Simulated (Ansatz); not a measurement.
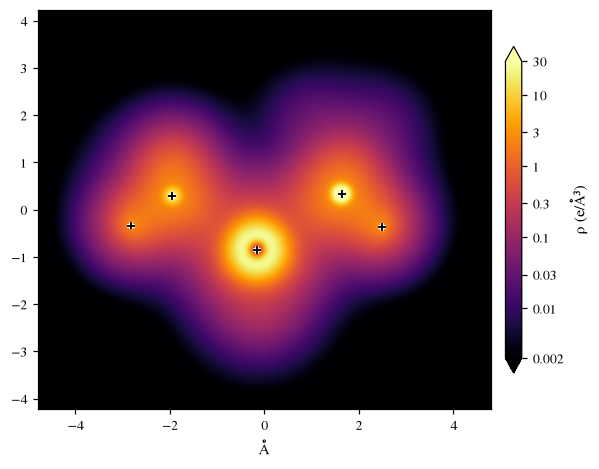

The electron density on a plane through atoms (crosses mark nuclei in the plane).

These are results of Ansatz, isolated molecule in a Gaussian basis; Kohn-Sham density functional theory, functional PBE0, not measurements.

Candidates:
A. GaH₂OSi (SMILES [O-][Ga+][SiH2-]) (charge −1)
B. C₃H₉FSn
C. CH₄AlO (SMILES [CH3][Al][OH]) (doublet)

Q: Which system is this?

A: Candidate B: C₃H₉FSn on the plane of atoms Sn5, C2 and H10, which holds C, Sn and H. C–Sn (2.14 Å): the density is about 0.7 e/Å³ at the midpoint. C–H (1.10 Å): the density is about 1.9 e/Å³ at the midpoint.
